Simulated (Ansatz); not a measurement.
Input file:

```
crystal:
  lattice:
    - [-2.1104798874, 2.1104798874, 4.2343740415]
    - [2.1104798874, -2.1104798874, 4.2343740415]
    - [2.1104798874, 2.1104798874, -4.2343740415]
  atoms:
    - { symbol: Sc, position: [0.75, 0.25, 0.5] }
    - { symbol: Sc, position: [0.25, 0.75, 0.5] }
    - { symbol: Al, position: [0.5, 0.5, 0.0] }
    - { symbol: "N", position: [0.5, 0.0, 0.5] }
    - { symbol: "N", position: [0.0, 0.5, 0.5] }
    - { symbol: "N", position: [0.0, 0.0, 0.0] }
basis:
  ecutwfc: 420
kpoints:
  mp_grid: { grid: [12, 12, 12] }
  band_path:
    path:
      - [[0.0, 0.0, 0.0], [0.0, 0.0, 0.5], [0.25, 0.25, 0.25], [0.0, 0.5, 0.0], [0.0, 0.0, 0.0], [0.5, 0.5, -0.5], [0.31210463, 0.68789537, -0.31210463]]
      - [[-0.31210463, 0.31210463, 0.31210463], [0.0, 0.0, 0.0]]
      - [[0.0, 0.0, 0.5], [-0.12420927, 0.12420927, 0.5]]
      - [[0.5, 0.5, -0.12420927], [0.5, 0.5, -0.5]]
    npoints: 14
hamiltonian:
  xc: pbe
scf:
  occupations: { method: gaussian, width: 0.1 }
  n_extra_bands: 15
output:
  forces: true
  stress: true
  eigenvalues: true
  populations: true
  dos: { projected: true, de: 0.02, nscf_kmesh: { grid: [15, 15, 15] } }
  bader: true
  write_density: true
  write_potential: true
  elf: true
  volumetric_format: npy
```

Command:

```sh
ansatz run input.yaml --threads 1 --pin off --max-ram 2560MiB --backend cpu --events-out ev --progress --plain --runs-dir out
```

Below, planes, directions and counts refer to the conventional cell (a = 4.22 Å, b = 4.22 Å, c = 8.47 Å, α = 90.00°, β = 90.00°, γ = 90.00°).

Space group I4/mmm; a structure generated by program, which may or may not match a known phase.

Level of theory: DFT PBE, scalar-relativistic, plane waves, PAW (Ansatz 0.2.0).

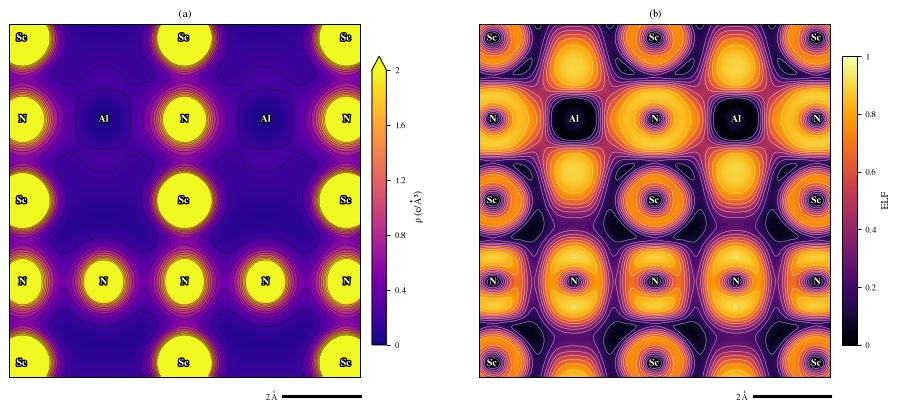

Sc₂AlN₃. (a) valence electron density; (b) electron localisation function on the (010) plane of the conventional cell.

The density is the valence pseudo-density of a PAW calculation; it isn't the true density close to the nuclei.

Q: What does the map show?

A:
- Atoms in the plane: Sc, Al and N.
- Al–N (2.11 Å): ρ is about 0.44 e/Å³ halfway; the ELF peaks at about 0.85 in the valence shell of N, 0.7 Å from its nucleus, and is about 0.75 at the midpoint.
- Sc–N (2.12 Å): the density is about 0.56 e/Å³ at the midpoint; the ELF peaks at about 0.90 in the valence shell of N, 0.6 Å from its nucleus, and is about 0.20 at the midpoint; no shared electron pair shows on this line.
- Between the atoms the lowest density in this plane is 0.1 e/Å³.
- The features right at Sc lie inside the PAW spheres, where the map follows smoothed inner orbitals and isn't to be read closely.
